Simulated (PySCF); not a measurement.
C6H14N2Si (Si(vinyl)2(NHMe)2)

Input

```
{"job": {"kind": "nmr", "xc": "PBE0", "basis": "pcSseg-1"}, "charge": 0, "multiplicity": 1}
Si    -0.100380     0.328957     0.076587
C     -0.226565     0.650070     1.919855
C     -0.802950    -0.228801     2.748436
H      0.187654     1.569797     2.357127
H     -1.228936    -1.165253     2.368184
H     -0.880785    -0.062694     3.829316
C      1.711951     0.191561    -0.389478
C      2.711022     0.110160     0.497777
H      1.977305     0.201475    -1.456739
H      2.516805     0.090947     1.576931
H      3.764308     0.056045     0.197301
N     -0.939555     1.629630    -0.695303
C     -1.067385     1.798673    -2.120664
H     -1.106727     2.469705    -0.154506
H     -0.301109     2.462297    -2.567722
H     -0.977121     0.817482    -2.612773
H     -2.056453     2.203156    -2.400280
N     -0.861689    -1.131484    -0.451087
C     -0.282714    -2.448090    -0.530940
H     -1.871598    -1.106959    -0.541534
H     -0.527843    -2.953853    -1.482286
H      0.814264    -2.371971    -0.480885
H     -0.594249    -3.121189     0.290942
```

Command:

```sh
OMP_NUM_THREADS=2 python probes_run.py task.json out
```

Geometry: PBE0-D3(BJ)/def2-SVP.

Computed with PBE0/pcSseg-1, SCF density, gas phase, non-relativistic in PySCF 2.14.0.

**Predict the electron density and electron localisation function between the atoms.**

C–C (1.34 Å): ρ at the midpoint is about 2.2 e/Å³; the ELF peaks at about 0.90 between the atoms (a multiple bond).
Si–N (1.73 Å): ρ is about 1.1 e/Å³ halfway; the ELF peaks at about 0.90 between the atoms (a shared but strongly polarised pair).
C–Si (1.88 Å): ρ is about 0.96 e/Å³ halfway; the ELF peaks at about 1 between the atoms; a covalent bond.
C–H (1.10 Å): ρ is about 2 e/Å³ halfway; the ELF climbs to about 1 towards the hydrogen, as it does in any bond to H; a covalent bond by its length.

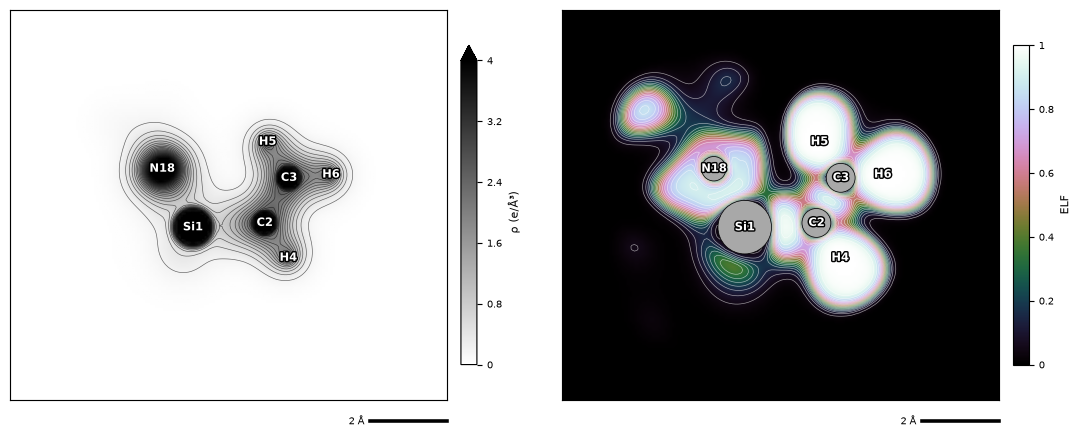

Computed electron density and electron localisation function on the plane of atoms C2, C3 and H6, in this order. Grey discs cover the atomic cores in the ELF map. 
